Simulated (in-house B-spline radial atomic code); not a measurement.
# Sn⁹⁺: excited configurations

Aim: the energies of several excited configurations of Sn⁹⁺ above a reference configuration, each from its own self-consistent run.

Program: in-house B-spline radial atomic code version 1. Level of theory: Dirac-Hartree-Fock, average of configuration, Fermi nucleus, basis-set limit. These are calculated values, not measurements, unless marked.

## 1. What is computed

* element: tin (Z = 50)
* charge: +9
* electrons: 41
* configuration: [Kr] 4d5
* Hamiltonian: Dirac-Coulomb
* nucleus: Fermi, rms radius 4.652 fm

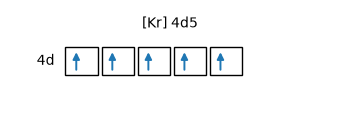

The shells outside the core, filled by Hund's rule for the drawing.

The boxes draw the filling by Hund's rule, which heavy ions in jj coupling don't follow; these runs average over all states of the configuration.

Input settings:

```ini
Z = 50
electrons = 41.0
configuration = [Kr] 4d5
hamiltonian = dirac
method = hf
spin_polarised = False
nucleus = fermi
rms_radius = 4.6519
mass_number = 120
atomic_mass = 119.902202557
speed_of_light = 137.035999084
```

The reference is known from an earlier run: -6151.522090 hartree in all. Up to eight levels, counted from the top:

| orbital | occupation | energy (eV) | <r> (bohr) |
| --- | --- | --- | --- |
| 3p3/2 | 4 | -907.02 | 0.3387 |
| 3d3/2 | 4 | -684.24 | 0.3109 |
| 3d5/2 | 6 | -675.34 | 0.3144 |
| 4s1/2 | 2 | -311.77 | 0.7929 |
| 4p1/2 | 2 | -264.42 | 0.8256 |
| 4p3/2 | 4 | -255.64 | 0.8475 |
| 4d3/2 | 2 | -183.89 | 0.9325 |
| 4d5/2 | 3 | -182.48 | 0.9402 |

## 2. [Ar] 3d9 4s2 4p6 4d5 8g1

The settings differ from step 1 so:

```diff
@@ -2,3 +2,3 @@
 electrons = 41.0
-configuration = [Kr] 4d5
+configuration = [Ar] 3d9 4s2 4p6 4d5 8g1
 hamiltonian = dirac
```

Main fields of the result record, rounded:

```text
status: converged
iterations: 9
energy [hartree]: {"total": -6127.74866957, "kinetic": 6456.07811869, "nuclear": -14574.4543117, "coulomb": 2142.31726318, "exact_exchange": -151.689739779}
breit [hartree]: {"gaunt": 4.911941, "retardation": -0.5016445, "frequency_dependence": -0.04320147}
qed [hartree]: {"self_energy": 3.342175, "uehling": -0.4353137, "wichmann_kroll": 0.008993681}
recoil [hartree]: 0.01922724
total_with_corrections [hartree]: -6120.44649241
orbitals [hartree, bohr; first row names the columns]:
  - ["name", "occ", "eps", "<r>"]
  - ["1s1/2", 2.0, -1087.8284, 0.029049]
  - ["2s1/2", 2.0, -174.85645, 0.12484]
  - ["2p1/2", 2.0, -163.43193, 0.10582]
  - ["2p3/2", 4.0, -154.91493, 0.11114]
  - ["3s1/2", 2.0, -41.400993, 0.3345]
  - ["3p1/2", 2.0, -36.716752, 0.32536]
  - ["3p3/2", 4.0, -35.082356, 0.33586]
  - ["3d3/2", 3.6, -27.079935, 0.30635]
  - ["3d5/2", 5.4, -26.745528, 0.30968]
  - ["4s1/2", 2.0, -12.477376, 0.77558]
  - ["4p1/2", 2.0, -10.705721, 0.8037]
  - ["4p3/2", 4.0, -10.361387, 0.82445]
  - ["4d3/2", 2.0, -7.663695, 0.8932]
  - ["4d5/2", 3.0, -7.6059264, 0.90039]
  - ["8g7/2", 0.44444, -0.79232971, 8.4315]
  - ["8g9/2", 0.55556, -0.79235385, 8.4312]
sum_r [bohr^k]: {"-1": 291.4921, "1": 25.77748, "2": 93.23368}
energy_minus_base [hartree]: 23.77342
energy_minus_base_with_corrections [hartree]: 23.7642712
```

Wall time 1.2 s (1 thread, shared host).

energy_minus_base is the energy less that of the reference run.

## 3. Configuration [Ar] 3d10 4s2 4p5 4d5 7d1

The settings differ from step 2 so:

```diff
@@ -2,3 +2,3 @@
 electrons = 41.0
-configuration = [Ar] 3d9 4s2 4p6 4d5 8g1
+configuration = [Ar] 3d10 4s2 4p5 4d5 7d1
 hamiltonian = dirac
```

Results of the run:

```text
status: converged
iterations: 9
energy [hartree]: {"total": -6143.48435875, "kinetic": 6471.00263753, "nuclear": -14639.8305662, "coulomb": 2179.3535857, "exact_exchange": -154.01001576}
breit [hartree]: {"gaunt": 4.916104, "retardation": -0.5014786, "frequency_dependence": -0.04288285}
qed [hartree]: {"self_energy": 3.33974, "uehling": -0.4350949, "wichmann_kroll": 0.008989076}
recoil [hartree]: 0.01920894
total_with_corrections [hartree]: -6136.17977286
orbitals [hartree, bohr; first row names the columns]:
  - ["name", "occ", "eps", "<r>"]
  - ["1s1/2", 2.0, -1086.455, 0.029048]
  - ["2s1/2", 2.0, -173.41037, 0.12489]
  - ["2p1/2", 2.0, -161.9854, 0.10588]
  - ["2p3/2", 4.0, -153.47003, 0.11121]
  - ["3s1/2", 2.0, -40.470097, 0.33653]
  - ["3p1/2", 2.0, -35.784499, 0.32818]
  - ["3p3/2", 4.0, -34.175972, 0.33892]
  - ["3d3/2", 4.0, -26.004687, 0.31051]
  - ["3d5/2", 6.0, -25.677246, 0.31396]
  - ["4s1/2", 2.0, -12.081937, 0.78592]
  - ["4p1/2", 1.6667, -10.405328, 0.81546]
  - ["4p3/2", 3.3333, -10.075881, 0.8364]
  - ["4d3/2", 2.0, -7.3842802, 0.91247]
  - ["4d5/2", 3.0, -7.3297471, 0.91962]
  - ["7d3/2", 0.4, -1.4159115, 5.0426]
  - ["7d5/2", 0.6, -1.4121194, 5.0569]
sum_r [bohr^k]: {"-1": 292.7996, "1": 22.12922, "2": 40.97087}
energy_minus_base [hartree]: 8.03773083
energy_minus_base_with_corrections [hartree]: 8.03099075
```

It took 0.98 s on 1 thread, shared host.

## 4. Run with [Ar] 3d9 4s2 4p6 4d5 7s1

The settings differ from step 3 so:

```diff
@@ -2,3 +2,3 @@
 electrons = 41.0
-configuration = [Ar] 3d10 4s2 4p5 4d5 7d1
+configuration = [Ar] 3d9 4s2 4p6 4d5 7s1
 hamiltonian = dirac
```

Results of the run:

```text
status: converged
iterations: 9
energy [hartree]: {"total": -6128.74493999, "kinetic": 6457.13089962, "nuclear": -14581.7995186, "coulomb": 2147.63730095, "exact_exchange": -151.713621947}
breit [hartree]: {"gaunt": 4.912389, "retardation": -0.50169, "frequency_dependence": -0.04319559}
qed [hartree]: {"self_energy": 3.342587, "uehling": -0.4353636, "wichmann_kroll": 0.008994699}
recoil [hartree]: 0.01923075
total_with_corrections [hartree]: -6121.44198782
orbitals [hartree, bohr; first row names the columns]:
  - ["name", "occ", "eps", "<r>"]
  - ["1s1/2", 2.0, -1087.6869, 0.029049]
  - ["2s1/2", 2.0, -174.7191, 0.12484]
  - ["2p1/2", 2.0, -163.29326, 0.10582]
  - ["2p3/2", 4.0, -154.7764, 0.11114]
  - ["3s1/2", 2.0, -41.268135, 0.3345]
  - ["3p1/2", 2.0, -36.582581, 0.32538]
  - ["3p3/2", 4.0, -34.948364, 0.33588]
  - ["3d3/2", 3.6, -26.945112, 0.30638]
  - ["3d5/2", 5.4, -26.610761, 0.30971]
  - ["4s1/2", 2.0, -12.353123, 0.77567]
  - ["4p1/2", 2.0, -10.580163, 0.80404]
  - ["4p3/2", 4.0, -10.236165, 0.82483]
  - ["4d3/2", 2.0, -7.5389577, 0.8939]
  - ["4d5/2", 3.0, -7.4813009, 0.9011]
  - ["7s1/2", 1.0, -1.7887213, 4.2256]
sum_r [bohr^k]: {"-1": 291.639, "1": 21.57802, "2": 32.51495}
energy_minus_base [hartree]: 22.7771496
energy_minus_base_with_corrections [hartree]: 22.7687758
```

It took 0.93 s on 1 thread, shared host.

## 5. Configuration [Kr] 4d4 6p1

The settings differ from step 4 so:

```diff
@@ -2,3 +2,3 @@
 electrons = 41.0
-configuration = [Ar] 3d9 4s2 4p6 4d5 7s1
+configuration = [Kr] 4d4 6p1
 hamiltonian = dirac
```

Results of the run:

```text
status: converged
iterations: 9
energy [hartree]: {"total": -6147.2908688, "kinetic": 6475.19900943, "nuclear": -14656.2005766, "coulomb": 2188.66806679, "exact_exchange": -154.957368368}
breit [hartree]: {"gaunt": 4.924725, "retardation": -0.5028192, "frequency_dependence": -0.0430903}
qed [hartree]: {"self_energy": 3.340071, "uehling": -0.4350868, "wichmann_kroll": 0.008988989}
recoil [hartree]: 0.01921914
total_with_corrections [hartree]: -6139.97886107
orbitals [hartree, bohr; first row names the columns]:
  - ["name", "occ", "eps", "<r>"]
  - ["1s1/2", 2.0, -1086.1507, 0.029049]
  - ["2s1/2", 2.0, -173.17719, 0.1249]
  - ["2p1/2", 2.0, -161.74657, 0.10588]
  - ["2p3/2", 4.0, -153.23335, 0.11121]
  - ["3s1/2", 2.0, -40.254916, 0.33655]
  - ["3p1/2", 2.0, -35.574725, 0.32775]
  - ["3p3/2", 4.0, -33.966272, 0.33844]
  - ["3d3/2", 4.0, -25.77895, 0.31064]
  - ["3d5/2", 6.0, -25.451535, 0.31409]
  - ["4s1/2", 2.0, -11.967923, 0.78682]
  - ["4p1/2", 2.0, -10.204469, 0.81745]
  - ["4p3/2", 4.0, -9.8746926, 0.83864]
  - ["4d3/2", 1.6, -7.2444146, 0.91491]
  - ["4d5/2", 2.4, -7.1904923, 0.92218]
  - ["6p1/2", 0.33333, -2.4799432, 2.9759]
  - ["6p3/2", 0.66667, -2.4448689, 3.0197]
sum_r [bohr^k]: {"-1": 293.127, "1": 20.0192, "2": 22.32381}
energy_minus_base [hartree]: 4.23122077
energy_minus_base_with_corrections [hartree]: 4.23190254
```

Run time: 0.92 s. Hardware: 1 thread, shared host.

## 6. Run with [Ar] 3d10 4s2 4p5 4d6

The settings differ from step 5 so:

```diff
@@ -2,3 +2,3 @@
 electrons = 41.0
-configuration = [Kr] 4d4 6p1
+configuration = [Ar] 3d10 4s2 4p5 4d6
 hamiltonian = dirac
```

Results of the run:

```text
status: converged
iterations: 9
energy [hartree]: {"total": -6148.76104494, "kinetic": 6476.1894961, "nuclear": -14679.8086751, "coulomb": 2209.92105273, "exact_exchange": -155.062918626}
breit [hartree]: {"gaunt": 4.916932, "retardation": -0.5016533, "frequency_dependence": -0.04285241}
qed [hartree]: {"self_energy": 3.339281, "uehling": -0.4350462, "wichmann_kroll": 0.008988069}
recoil [hartree]: 0.01921011
total_with_corrections [hartree]: -6141.45618562
orbitals [hartree, bohr; first row names the columns]:
  - ["name", "occ", "eps", "<r>"]
  - ["1s1/2", 2.0, -1085.646, 0.029048]
  - ["2s1/2", 2.0, -172.59593, 0.1249]
  - ["2p1/2", 2.0, -161.17073, 0.10589]
  - ["2p3/2", 4.0, -152.65558, 0.11121]
  - ["3s1/2", 2.0, -39.695059, 0.33671]
  - ["3p1/2", 2.0, -35.00864, 0.32839]
  - ["3p3/2", 4.0, -33.40208, 0.33915]
  - ["3d3/2", 4.0, -25.229531, 0.31078]
  - ["3d5/2", 6.0, -24.90262, 0.31424]
  - ["4s1/2", 2.0, -11.436784, 0.79214]
  - ["4p1/2", 1.6667, -9.7833236, 0.82381]
  - ["4p3/2", 3.3333, -9.4613361, 0.84544]
  - ["4d3/2", 2.4, -6.7629639, 0.93103]
  - ["4d5/2", 3.6, -6.7104643, 0.93869]
sum_r [bohr^k]: {"-1": 293.5992, "1": 18.1691, "2": 13.73936}
energy_minus_base [hartree]: 2.76104463
energy_minus_base_with_corrections [hartree]: 2.75457799
```

It took 0.88 s on 1 thread, shared host.

## 7. [Ar] 3d9 4s2 4p6 4d5 8f1

The settings differ from step 6 so:

```diff
@@ -2,3 +2,3 @@
 electrons = 41.0
-configuration = [Ar] 3d10 4s2 4p5 4d6
+configuration = [Ar] 3d9 4s2 4p6 4d5 8f1
 hamiltonian = dirac
```

Results of the run:

```text
status: converged
iterations: 9
energy [hartree]: {"total": -6127.83573613, "kinetic": 6456.1611593, "nuclear": -14575.2075075, "coulomb": 2142.90565572, "exact_exchange": -151.695043653}
breit [hartree]: {"gaunt": 4.911885, "retardation": -0.50164, "frequency_dependence": -0.04320046}
qed [hartree]: {"self_energy": 3.342162, "uehling": -0.4353125, "wichmann_kroll": 0.008993655}
recoil [hartree]: 0.01922669
total_with_corrections [hartree]: -6120.53362263
orbitals [hartree, bohr; first row names the columns]:
  - ["name", "occ", "eps", "<r>"]
  - ["1s1/2", 2.0, -1087.8131, 0.029049]
  - ["2s1/2", 2.0, -174.84018, 0.12484]
  - ["2p1/2", 2.0, -163.41583, 0.10582]
  - ["2p3/2", 4.0, -154.89877, 0.11114]
  - ["3s1/2", 2.0, -41.384213, 0.3345]
  - ["3p1/2", 2.0, -36.70004, 0.32537]
  - ["3p3/2", 4.0, -35.065711, 0.33587]
  - ["3d3/2", 3.6, -27.06338, 0.30636]
  - ["3d5/2", 5.4, -26.728984, 0.30969]
  - ["4s1/2", 2.0, -12.465855, 0.77575]
  - ["4p1/2", 2.0, -10.694562, 0.80391]
  - ["4p3/2", 4.0, -10.350462, 0.82467]
  - ["4d3/2", 2.0, -7.6533522, 0.89353]
  - ["4d5/2", 3.0, -7.5956433, 0.90072]
  - ["8f5/2", 0.42857, -0.87968285, 7.9203]
  - ["8f7/2", 0.57143, -0.87927759, 7.9241]
sum_r [bohr^k]: {"-1": 291.5072, "1": 25.27213, "2": 83.4965}
energy_minus_base [hartree]: 23.6863534
energy_minus_base_with_corrections [hartree]: 23.677141
```

It took 1.2 s on 1 thread, shared host.

## 8. Configuration [Kr] 4d4 6f1

The settings differ from step 7 so:

```diff
@@ -2,3 +2,3 @@
 electrons = 41.0
-configuration = [Ar] 3d9 4s2 4p6 4d5 8f1
+configuration = [Kr] 4d4 6f1
 hamiltonian = dirac
```

Results of the run:

```text
status: converged
iterations: 9
energy [hartree]: {"total": -6146.44510675, "kinetic": 6474.30720215, "nuclear": -14651.3859099, "coulomb": 2185.56925752, "exact_exchange": -154.935656551}
breit [hartree]: {"gaunt": 4.923457, "retardation": -0.5026148, "frequency_dependence": -0.04306963}
qed [hartree]: {"self_energy": 3.340039, "uehling": -0.4350881, "wichmann_kroll": 0.008989008}
recoil [hartree]: 0.01921653
total_with_corrections [hartree]: -6139.1341781
orbitals [hartree, bohr; first row names the columns]:
  - ["name", "occ", "eps", "<r>"]
  - ["1s1/2", 2.0, -1086.2448, 0.029049]
  - ["2s1/2", 2.0, -173.26127, 0.1249]
  - ["2p1/2", 2.0, -161.83195, 0.10588]
  - ["2p3/2", 4.0, -153.31827, 0.1112]
  - ["3s1/2", 2.0, -40.328568, 0.33653]
  - ["3p1/2", 2.0, -35.648407, 0.32774]
  - ["3p3/2", 4.0, -34.039735, 0.33843]
  - ["3d3/2", 4.0, -25.854634, 0.31062]
  - ["3d5/2", 6.0, -25.527126, 0.31407]
  - ["4s1/2", 2.0, -12.039393, 0.78694]
  - ["4p1/2", 2.0, -10.275894, 0.81761]
  - ["4p3/2", 4.0, -9.9462223, 0.8388]
  - ["4d3/2", 1.6, -7.317816, 0.91469]
  - ["4d5/2", 2.4, -7.2638946, 0.92197]
  - ["6f5/2", 0.42857, -1.6113206, 4.0403]
  - ["6f7/2", 0.57143, -1.6104012, 4.0429]
sum_r [bohr^k]: {"-1": 293.0308, "1": 21.05589, "2": 30.89363}
energy_minus_base [hartree]: 5.07698282
energy_minus_base_with_corrections [hartree]: 5.0765855
```

It took 1.1 s on 1 thread, shared host.

## 9. Run with [Ar] 3d9 4s2 4p6 4d5 8p1

The settings differ from step 8 so:

```diff
@@ -2,3 +2,3 @@
 electrons = 41.0
-configuration = [Kr] 4d4 6f1
+configuration = [Ar] 3d9 4s2 4p6 4d5 8p1
 hamiltonian = dirac
```

Results of the run:

```text
status: converged
iterations: 9
energy [hartree]: {"total": -6128.13361208, "kinetic": 6456.47503526, "nuclear": -14577.0126085, "coulomb": 2144.10478879, "exact_exchange": -151.700827634}
breit [hartree]: {"gaunt": 4.912317, "retardation": -0.50171, "frequency_dependence": -0.04320751}
qed [hartree]: {"self_energy": 3.342174, "uehling": -0.4353122, "wichmann_kroll": 0.008993652}
recoil [hartree]: 0.01922768
total_with_corrections [hartree]: -6120.83112879
orbitals [hartree, bohr; first row names the columns]:
  - ["name", "occ", "eps", "<r>"]
  - ["1s1/2", 2.0, -1087.7778, 0.029049]
  - ["2s1/2", 2.0, -174.80834, 0.12484]
  - ["2p1/2", 2.0, -163.38352, 0.10582]
  - ["2p3/2", 4.0, -154.86664, 0.11114]
  - ["3s1/2", 2.0, -41.355841, 0.33451]
  - ["3p1/2", 2.0, -36.671639, 0.32537]
  - ["3p3/2", 4.0, -35.037367, 0.33587]
  - ["3d3/2", 3.6, -27.034315, 0.30637]
  - ["3d5/2", 5.4, -26.699947, 0.3097]
  - ["4s1/2", 2.0, -12.437159, 0.77569]
  - ["4p1/2", 2.0, -10.665818, 0.80382]
  - ["4p3/2", 4.0, -10.321648, 0.82457]
  - ["4d3/2", 2.0, -7.623887, 0.89348]
  - ["4d5/2", 3.0, -7.5661656, 0.90066]
  - ["8p1/2", 0.33333, -1.1850139, 6.2646]
  - ["8p3/2", 0.66667, -1.1734613, 6.3271]
sum_r [bohr^k]: {"-1": 291.5433, "1": 23.65499, "2": 56.96321}
energy_minus_base [hartree]: 23.3884775
energy_minus_base_with_corrections [hartree]: 23.3796348
```

Wall time 1 s (1 thread, shared host).

## 10. Energies above the reference

| net move | configuration | energy above the reference (eV) | with Breit, QED, recoil (eV) | largest <r> (bohr) |
| --- | --- | --- | --- | --- |
| 4p → 4d | [Ar] 3d10 4s2 4p5 4d6 | 75.132 | 74.956 | 0.939 |
| 4d → 6p | [Kr] 4d4 6p1 | 115.14 | 115.16 | 3.02 |
| 4d → 6f | [Kr] 4d4 6f1 | 138.15 | 138.14 | 4.04 |
| 4p → 7d | [Ar] 3d10 4s2 4p5 4d5 7d1 | 218.72 | 218.53 | 5.06 |
| 3d → 7s | [Ar] 3d9 4s2 4p6 4d5 7s1 | 619.80 | 619.57 | 4.23 |
| 3d → 8p | [Ar] 3d9 4s2 4p6 4d5 8p1 | 636.43 | 636.19 | 6.33 |
| 3d → 8f | [Ar] 3d9 4s2 4p6 4d5 8f1 | 644.54 | 644.29 | 7.92 |
| 3d → 8g | [Ar] 3d9 4s2 4p6 4d5 8g1 | 646.91 | 646.66 | 8.43 |

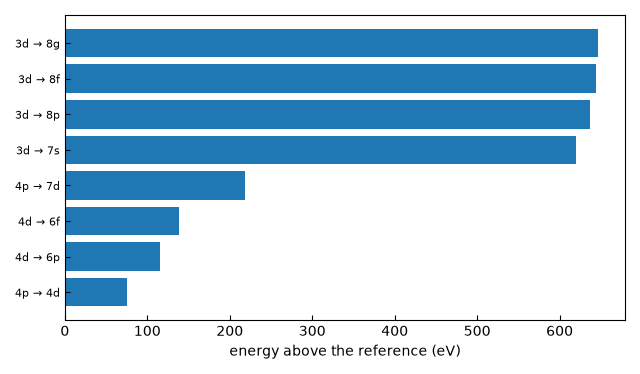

The configurations in order of energy, labelled by the net move of electrons.

Quantum defects of the promoted electron, δ = n − ζ/√(−2ε) with ζ = 10 and ε its orbital energy in hartree:

| promotion | δ |
| --- | --- |
| 4d → 6p | 1.488 |
| 4d → 6f | 0.429 |
| 4p → 7d | 1.053 |
| 3d → 7s | 1.713 |
| 3d → 8p | 1.483 |
| 3d → 8f | 0.460 |
| 3d → 8g | 0.056 |

The energies run from 75.132 eV (4p → 4d) to 646.91 eV (3d → 8g). Koopmans' estimate of the ionisation threshold is 182.48 eV; 5 configurations exceed it by over 2 % and could autoionise. Of those tabulated, the defect is largest for 7s (1.71) and least for 8g (0.06): low angular momentum penetrates the core, high angular momentum stays outside it. Two partly filled shells share a symmetry and can mix in the average, which may lower the energy, for: 4p → 7d; 3d → 7s; 3d → 8p; 3d → 8f; 3d → 8g. These are averages over configurations, without correlation, not spectroscopic levels.
